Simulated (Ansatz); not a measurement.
## TiC (Fm-3m): thermal expansion from first principles

Wanted: α(T), C_P(T) and B(T) of TiC in the quasi-harmonic approximation.

What experiment has found for this phase:
- heat capacity C_P per formula unit 33.9 J/mol/K near room temperature (given in “High-Throughput Prediction of Finite-Temperature Properties using the Quasi-Harmonic Approximation”, 2016, arXiv:1603.06924)

Method: DFT PBE, scalar-relativistic, plane waves, PAW, in Ansatz 0.2.0.

The database entry behind the starting cell differs from later determinations by our own check (0.1 to 0.3 % short, probably kX units), so it need not match the best structure at ambient conditions.

## Step 1: Set-up

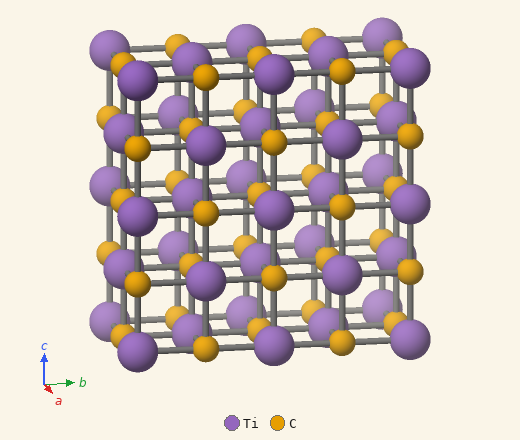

Start, viewed slightly off an axis; titanium purple, carbon orange. 1×2×2 cells are drawn. This picture shows the conventional cell, with its axes. Some periodic images of atoms are drawn too.

## Step 2: Probe on a coarse mesh

A cheap single point shows whether the cell is a metal or an insulator and how far it is from rest; that sets the k-mesh and the occupations of what follows.

input.yaml reads:

```yaml
crystal:
  lattice:
    - [0.0, 2.1593, 2.1593]
    - [2.1593, 0.0, 2.1593]
    - [2.1593, 2.1593, 0.0]
  atoms:
    - { symbol: Ti, position: [0.0, 0.0, 0.0] }
    - { symbol: C, position: [0.5, 0.5, 0.5] }
kpoints:
  mp_grid: { grid: [8, 8, 8] }
hamiltonian:
  xc: pbe
scf:
  occupations: { method: gaussian, width: 0.1 }
output:
  forces: true
  stress: true
  eigenvalues: true
```

On the command line:

```sh
ansatz run input.yaml --threads 8 --pin off --max-ram 16384MiB --backend cpu --events-out ev --progress --plain --runs-dir out
```

Numbers of over 12 decimals in the logs are rounded to 6 here.

The log of the run:

```text
Engine: ansatz 0.2.0, x86_64-unknown-linux-gnu
Pseudopotentials: kind: paw
Pseudopotential: Ti, paw, valence charge 12, recommended cutoff 420 eV (normal), Ti.paw.azcp
Pseudopotential: C, paw, valence charge 4, recommended cutoff 420 eV (normal), C.paw.azcp
Functional definition: PBE
  parameter kappa = 0.804
  parameter beta = 0.066725
  exchange = pbe_x(kappa = kappa, mu = beta*pi^2/3)
  correlation = pbe_c(beta = beta)
Crystal: 2 atoms, lattice volume = 20.136 Å³
Basis set: ecut = 420 eV, 411 PW (Γ), exchange–correlation on 48×48×48 points (8 copies of the dense FFT grid, shifted against one another)
Bands: 12, of which v1, the nominal top of the filled ones, is band 8 counted from 1 (7 counted from 0)
Symmetry: 48 space group operations
Space group: Fm-3m (ITA 225), of the structure as read, at distance tolerance 2.7e-5 Å
k-points: 29 of 512
Non-local potential: Ti, projectors of the file, l = 0: 3, l = 1: 2, l = 2: 3, l = 3: 1
Non-local potential: C, projectors of the file, l = 0: 2, l = 1: 2, l = 2: 1
PAW form: soft (Blöchl's): semilocal exchange-correlation on the pseudo side does not see the compensation charge
PAW one-centre angular grid: Ti, 590 points (default); XC on 64 Gauss nodes
PAW one-centre angular grid: C, 110 points (default); XC on 64 Gauss nodes
Initial density: superposition of atomic densities (neutral atoms: chi_scale 0, normalization atom), corrected by the library's trained network
Initial wavefunctions: pseudopotential atomic-orbital guess
Functional: x = pbe(κ = 0.804, μ = 0.219515), c = pbe(β = 0.066725)
SCF iter   1: F=—  HF=-2752.269518 eV  |F-HF|=—  |Δ(HF+E_count)|=         —  Δρ=3.76e-3  dr2=1.75e-3  ethr=1.77e-3  ⟨swp⟩=4.4  Hψ=1741  notcnv=0
preconditioner: auto → none  [insulator: Δε(μ)=0.222 eV  Ē_g=7.923 eV  σ=0.100 eV  W_gap=0.63  n_scr=8 (ndim 8)  ℏωp=23.4 eV  f_vac=0.000  D(μ)=0.37/eV (n_scr^D=0)  ε∞_Penn≈9.7]
SCF iter   2: F=—  HF=-2752.269010 eV  |F-HF|=—  |Δ(HF+E_count)|=   5.08e-4  Δρ=1.73e-3  dr2=3.08e-4  ethr=1.09e-5  ⟨swp⟩=1.0  Hψ=580  notcnv=0
SCF iter   3: F=—  HF=-2752.269020 eV  |F-HF|=—  |Δ(HF+E_count)|=   9.97e-6  Δρ=1.47e-4  dr2=1.90e-6  ethr=1.93e-6  ⟨swp⟩=1.9  Hψ=384  notcnv=0
SCF iter   4: F=—  HF=-2752.269023 eV  |F-HF|=—  |Δ(HF+E_count)|=   2.90e-6  Δρ=2.13e-5  dr2=3.52e-8  ethr=1.19e-8  ⟨swp⟩=2.3  Hψ=549  notcnv=0
iter 5 did not close the SCF: its close was put off for the readings that it lacked (scf_convergence_deferred on its scf_iter line)
SCF iter   5: F=-2752.269023 eV  HF=-2752.269023 eV  |F-HF|=7.21e-10  |Δ(HF+E_count)|=   1.88e-8  Δρ=3.05e-6  dr2=4.17e-10  ethr=2.20e-10  ⟨swp⟩=3.0  Hψ=583  notcnv=0
SCF iter   6: F=-2752.269023 eV  HF=-2752.269023 eV  |F-HF|=1.46e-11  |Δ(HF+E_count)|=  7.93e-10  Δρ=3.89e-7  dr2=2.38e-11  ethr=2.61e-12  ⟨swp⟩=1.2  Hψ=945  notcnv=0
SCF 1 converged in 6 iterations: F = -2752.269023 eV  dr2 = 2.38e-11
  greatest PAW one-centre occupation: 0.999 electrons in one spin orbital (limit 2), on the Ti atom at site 0 (counted from 0), in its partial waves of l = 0
SCF converged after 6 iterations
Free energy (F): -2752.269023 eV
Harris-Foulkes:  -2752.269023 eV  (|F-HF|=1.46e-11)
Internal energy: -2752.267209 eV  (E = F + TS)
E sigma→0 (E₀):  -2752.268116 eV
Entropy (-TS):   -0.001814 eV (-0.907 meV/atom)
Fermi energy:    14.804306 eV
--- Per-component energies (eV) ---
  E_band       = -108.425219
  E_kinetic    = 362.912654
  E_local      = -770.061731  (includes V_loc(G=0)·N_el)
  E_nonlocal   = 31.991531
  E_hartree    = 313.185292
  E_xc         = -147.587522
  E_vxc        = -184.326080  (∫ρ·V_xc dr)
  E_paw        = -1145.301958  (= ΣΔE_a)
  E_vpaw       = -175.312210  (= ΣTr[D̂ρ^β])
  E_aug_tail   = 0.000142  (compensation charges beyond the density's cutoff)
  E_ewald      = -1397.405618
  E_smearing   = -0.001814  (= −TS)
  E_closure    = 0.000000  (closes the sum)
  Σ components = -2752.269023   (vs F -2752.269023, Δ=0.00e0)
--- Forces (eV/Å), atoms counted from 1 ---
  atom   1  Ti    -0.00000000     0.00000000     0.00000000
  atom   2  C      0.00000000    -0.00000000     0.00000000
  max |Σ_I F_I| component: 4.01e-30 eV/Å
--- Stress (GPa, compression-positive) ---
        2.572231       0.000000       0.000000
        0.000000       2.572231      -0.000000
       -0.000000      -0.000000       2.572231
  P = ⅓ Tr σ = 2.5722 GPa (25.722 kbar)
--- Band table (eV; the first three rows and the last of 29) ---
  k-point 0: bands = [... 4 lower, 2.4074, 15.5477, 15.5477, 15.5477, 16.5363, 16.5363, 16.5363, 16.5892]
  k-point 1: bands = [... 4 lower, 2.7607, 14.2129, 14.5601, 14.5601, 15.9701, 15.9701, 17.1190, 18.6552]
  k-point 2: bands = [... 4 lower, 3.7330, 12.0970, 13.1351, 13.1351, 16.6356, 16.6356, 17.7123, 20.7527]
  k-point 28: bands = [... 4 lower, 5.3041, 11.6892, 11.6892, 12.1220, 17.6740, 17.6740, 18.4221, 20.0415]
```

Run time: 0.44 s. Hardware: 8 threads of Intel Xeon at 2.70GHz, shared host; peak memory 0.32 GiB.

In the SCF lines HF is the Harris–Foulkes energy and dr2 the Hartree energy of the density residual, in eV; the loop may stop once dr2 is under the threshold and the program's other checks hold. Hψ counts applications of the Hamiltonian.

This step gave:

- pressure: 2.572 GPa
- volume per atom: 10.07 Å³
- gap on the k-mesh: 0 eV

The start is under 2.6 GPa at this level and looks like a metal on this mesh.

## Step 3: Finding the static equilibrium

The vibrations must be taken about the equilibrium of this functional, not about the starting cell, so the structure is relaxed.

input.yaml, the sections that differ from step 2:

```yaml
kpoints:
  mp_grid: { grid: [16, 16, 16] }
output:
  forces: true
  stress: true
  eigenvalues: true
  write_density: true
  write_potential: true
  elf: true
  volumetric_format: npy
relax:
  adjacent_minimum: "off"
  f_tol: 0.005
  max_steps: 80
  cell: { stress_tol: 0.05 }
# crystal, hamiltonian, scf: as in step 2
```

The log of the run:

```text
[...]
Crystal: 2 atoms, lattice volume = 20.136 Å³
Basis set: ecut = 420 eV, 411 PW (Γ), exchange–correlation on 48×48×48 points (8 copies of the dense FFT grid, shifted against one another)
Bands: 12, of which v1, the nominal top of the filled ones, is band 8 counted from 1 (7 counted from 0)
Symmetry: 48 space group operations
[...]
k-points: 145 of 4096
[...]
SCF iter   1: F=—  HF=-2752.271175 eV  |F-HF|=—  |Δ(HF+E_count)|=         —  Δρ=3.78e-3  dr2=2.09e-3  ethr=1.77e-3  ⟨swp⟩=4.3  Hψ=8693  notcnv=0
[...]
SCF iter   6: F=-2752.270614 eV  HF=-2752.270614 eV  |F-HF|=7.23e-11  |Δ(HF+E_count)|=   1.78e-9  Δρ=8.37e-7  dr2=9.94e-11  ethr=3.74e-11  ⟨swp⟩=4.2  Hψ=7804  notcnv=0
SCF 1 converged in 6 iterations: F = -2752.270614 eV  dr2 = 9.94e-11
[...]
relax step   1: F+E_penalty+E_count = -2752.27061431 eV  Δ(F+E_penalty+E_count) = +0.000e0 eV  max|allowed force component| = 1.906e-29 eV/Å  Δτ_max = 0.0000 Å  P = +2.544 GPa  Ω = 20.136 Å³  (6 SCF iters, dr2 threshold 1.00e-7 eV, accepted)
Crystal: 2 atoms, lattice volume = 20.310 Å³
[...]
iter 1 solved again at ethr=7.63e-6 eV; its pass at ethr=3.10e-3 eV (dr2=1.22e-3 eV) is discarded
[...]
SCF iter   6: F=-2752.271868 eV  HF=-2752.271868 eV  |F-HF|=2.32e-11  |Δ(HF+E_count)|=  1.09e-11  Δρ=4.36e-7  dr2=2.50e-11  ethr=1.00e-12  ⟨swp⟩=3.7  Hψ=7420  notcnv=0
SCF 2 converged in 6 iterations: F = -2752.271868 eV  dr2 = 2.50e-11
relax step   2: F+E_penalty+E_count = -2752.27186820 eV  Δ(F+E_penalty+E_count) = -1.254e-3 eV  max|allowed force component| = 1.381e-30 eV/Å  Δτ_max = 0.0000 Å  P = +0.317 GPa  Ω = 20.310 Å³  energy of the carried Pulay correction = -2.956e-4 eV  (6 SCF iters, dr2 threshold 2.00e-7 eV, accepted)
Crystal: 2 atoms, lattice volume = 20.335 Å³
[...]
SCF iter   6: F=-2752.271851 eV  HF=-2752.271851 eV  |F-HF|=9.09e-13  |Δ(HF+E_count)|=  4.55e-13  Δρ=6.37e-8  dr2=5.40e-13  ethr=1.00e-12  ⟨swp⟩=3.5  Hψ=6448  notcnv=0
SCF 3 converged in 6 iterations: F = -2752.271851 eV  dr2 = 5.40e-13
relax step   3: F+E_penalty+E_count = -2752.27185107 eV  Δ(F+E_penalty+E_count) = +1.714e-5 eV  max|allowed force component| = 9.696e-31 eV/Å  Δτ_max = 0.0000 Å  P = +0.005 GPa  Ω = 20.335 Å³  energy of the carried Pulay correction = -3.378e-4 eV  (6 SCF iters, dr2 threshold 2.00e-7 eV, accepted)
[...]
SCF iter   8: F=-2752.272201 eV  HF=-2752.272201 eV  |F-HF|=0.00e0  |Δ(HF+E_count)|=  4.55e-13  Δρ=3.47e-10  dr2=2.14e-17  ethr=1.00e-12  ⟨swp⟩=1.9  Hψ=4300  notcnv=0
SCF 4 converged in 8 iterations: F = -2752.272201 eV  dr2 = 2.14e-17
relax step   4: F+E_penalty+E_count = -2752.27220092 eV  Δ(F+E_penalty+E_count) = -3.499e-4 eV  max|allowed force component| = 2.219e-30 eV/Å  Δτ_max = 0.0000 Å  P = +0.025 GPa  Ω = 20.335 Å³  stress off target by 2.49e-2 GPa  SCF on the basis re-selected at this cell (its energy is not comparable with the rows above)  (8 SCF iters)
basis re-selected at this cell: Δ(F+E_penalty+E_count) = -3.499e-4 eV, ΔP = +0.020 GPa vs the last step (what re-selecting the basis moved, of the pressure what is left beyond the Pulay correction that the steps carried, after the strain that the cell walked since its last selection, with what the two solves' SCF thresholds leave and, on support functions, any second-order correction that the steps lacked; it is no m [...]
SCF converged after 8 iterations
Free energy (F): -2752.272201 eV
[...]
Internal energy: -2752.270163 eV  (E = F + TS)
E sigma→0 (E₀):  -2752.271182 eV
Entropy (-TS):   -0.002038 eV (-1.019 meV/atom)
Fermi energy:    14.671822 eV
[...]
--- Stress (GPa, compression-positive) ---
        0.024865      -0.000000      -0.000000
       -0.000000       0.024865      -0.000000
       -0.000000      -0.000000       0.024865
  P = ⅓ Tr σ = 0.0249 GPa (0.249 kbar)
--- Band table (eV; the first three rows and the last of 145) ---
  k-point 0: bands = [... 4 lower, 2.2810, 15.3757, 15.3757, 15.3757, 16.3504, 16.3504, 16.3504, 16.3998]
  k-point 1: bands = [... 4 lower, 2.3696, 14.9288, 15.1649, 15.1649, 15.7086, 15.7086, 16.5929, 17.3813]
  k-point 2: bands = [... 4 lower, 2.6300, 14.0499, 14.3947, 14.3947, 15.7916, 15.7916, 16.9242, 18.4441]
  k-point 144: bands = [... 4 lower, 5.1581, 11.5370, 11.5370, 11.9736, 17.4710, 17.4710, 18.2053, 19.7904]
--- Relaxed structure (3 steps of the walk, 3 accepted, 1 SCFs on fresh bases) ---
  F+E_penalty+E_count = -2752.27220092 eV   max|allowed force component| = 2.219e-30 eV/Å   (the final SCF, on the basis selected at the relaxed cell)
  cell:  # Å, volume = 20.3354 Å³
    - [0, 2.166411, 2.166411]
    - [2.166411, 0, 2.166411]
    - [2.166411, 2.166411, 0]
  atoms:
    - { symbol: Ti, position: [0, 0, 0] }
    - { symbol: C, position: [0.5, 0.5, 0.5] }
```

Elapsed: 3 s, on 8 threads; peak memory 0.41 GiB; 14 s of CPU time.

Relaxation path:

| step | energy less that of the first step (eV) | largest force component (eV/Å) | pressure (GPa) | volume (Å³) |
| --- | --- | --- | --- | --- |
| 1 | 0.0000 | 0.0000 | 2.54 | 20.14 |
| 2 | -0.0013 | 0.0000 | 0.32 | 20.31 |
| 3 | -0.0012 | 0.0000 | 0.00 | 20.34 |
| 4* | -0.0016 | 0.0000 | 0.02 | 20.34 |

Relaxation steps marked * repeat the geometry before them on a plane-wave basis chosen anew for their cell, so energy and pressure can jump there.

The run keeps the 48 symmetry operations that it works with, so distortions that break them were not tested.

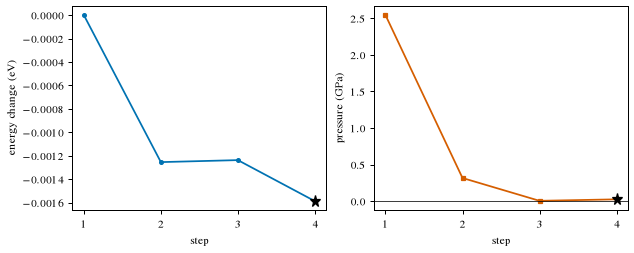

Energy and pressure along the relaxation. Stars mark steps on a basis chosen anew.

| conventional cell, symmetrised | before | after | change |
| --- | --- | --- | --- |
| a (Å) | 4.319 | 4.333 | +0.3 % |
| b (Å) | 4.319 | 4.333 | +0.3 % |
| c (Å) | 4.319 | 4.333 | +0.3 % |
| volume (Å³/atom) | 10.07 | 10.17 | +1.0 % |

The relaxed structure:

```
Ti C
1.0
     0.00000    2.16641    2.16641
     2.16641    0.00000    2.16641
     2.16641    2.16641    0.00000
Ti C
1 1
Direct
  0.00000 0.00000 0.00000
  0.50000 0.50000 0.50000
```

This step gave:

```yaml
pressure: 0.02487 GPa
volume_per_atom: 10.17 Å³
```

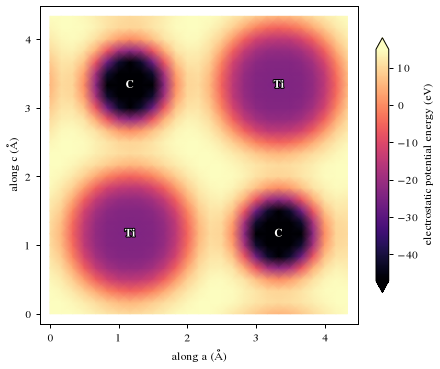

Electrostatic potential energy in the ac plane of the conventional cell at fractional y = 0.000, with atoms of Ti and C within 0.2 Å of it. With pseudopotentials it is smooth inside the atoms' cores, unlike the true potential. The map starts off the cell's origin, so that atoms lie inside it.

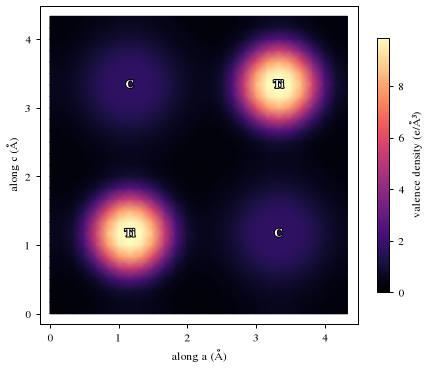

Valence density in the ac plane of the conventional cell at fractional y = 0.000, with atoms of Ti and C within 0.2 Å of it. It is the smooth field of the valence electrons, not physical close to the nuclei. The map starts off the cell's origin, so that atoms lie inside it.

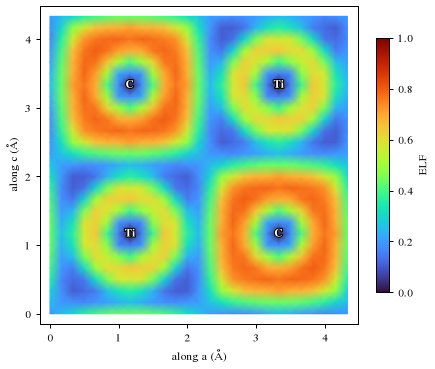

ELF in the ac plane of the conventional cell at fractional y = 0.000, with atoms of Ti and C within 0.2 Å of it. It is the smooth field of the valence electrons, not physical close to the nuclei. The map starts off the cell's origin, so that atoms lie inside it.

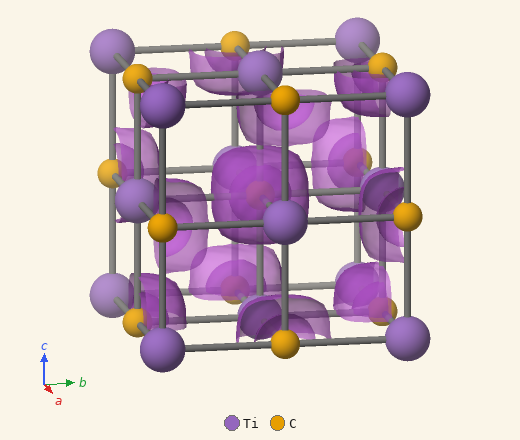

Surface of ELF = 0.71.

The relaxation ends with a pressure of 0.02 GPa.

## Step 4: Relaxing to small residual forces and stress

The thresholds are tightened for a last relaxation ahead of the phonons, and where mesh or smearing change with them the cell follows.

input.yaml reads:

```yaml
crystal:
  lattice:
    - [0.0, 2.166410736, 2.166410736]
    - [2.166410736, 0.0, 2.166410736]
    - [2.166410736, 2.166410736, 0.0]
  atoms:
    - { symbol: Ti, position: [0.0, 0.0, 0.0] }
    - { symbol: C, position: [0.5, 0.5, 0.5] }
kpoints:
  mp_grid: { grid: [16, 16, 16] }
hamiltonian:
  xc: pbe
scf:
  occupations: { method: methfessel_paxton, width: 0.2 }
output:
  forces: true
  stress: true
  eigenvalues: true
relax:
  adjacent_minimum: "off"
  f_tol: 0.001
  max_steps: 60
  cell: { stress_tol: 0.01 }
```

The log of the run:

```text
[...]
Crystal: 2 atoms, lattice volume = 20.335 Å³
Basis set: ecut = 420 eV, 411 PW (Γ), exchange–correlation on 48×48×48 points (8 copies of the dense FFT grid, shifted against one another)
Bands: 12, of which v1, the nominal top of the filled ones, is band 8 counted from 1 (7 counted from 0)
Symmetry: 48 space group operations
[...]
k-points: 145 of 4096
[...]
k-point 144: bands = [... 4 lower, 5.1573, 11.5358, 11.5358, 11.9725, 17.4691, 17.4691, 18.2030, 19.7879]
--- Relaxed structure (2 steps of the walk, 2 accepted, 1 SCFs on fresh bases) ---
[...]
cell:  # Å, volume = 20.3371 Å³
    - [0, 2.166473, 2.166473]
    - [2.166473, 0, 2.166473]
    - [2.166473, 2.166473, 0]
  atoms:
    - { symbol: Ti, position: [0, 0, 0] }
    - { symbol: C, position: [0.5, 0.5, 0.5] }
[key lines of the parts left out:]
SCF converged after 3 iterations
Free energy (F): -2752.271601 eV
Fermi energy:    14.672979 eV
P = ⅓ Tr σ = 0.0031 GPa (0.031 kbar)
```

Elapsed: 1.8 s, on 8 threads; peak memory 0.4 GiB; 8.2 s of CPU time.

Little changed from the start: no atom moved by 0.005 Å and no cell edge by 0.1 %.

Numbers from this step:

* pressure: 0.003071 GPa

The residual pressure is 0.0031 GPa, small enough for phonons.

[end of part 1 of 2]

[Logs are printed without paths, hosts, clocks, repeated set-up lines and the standing remarks that a program may print on its own settings, such as how far it seeks lower states.]

[Hosts, paths, dates, database ids (printed as entryN), source tags and the programs' standing remarks are cut or masked in the printed files.]

[A step with changed settings may run another functional than the one named; its input shows which.]
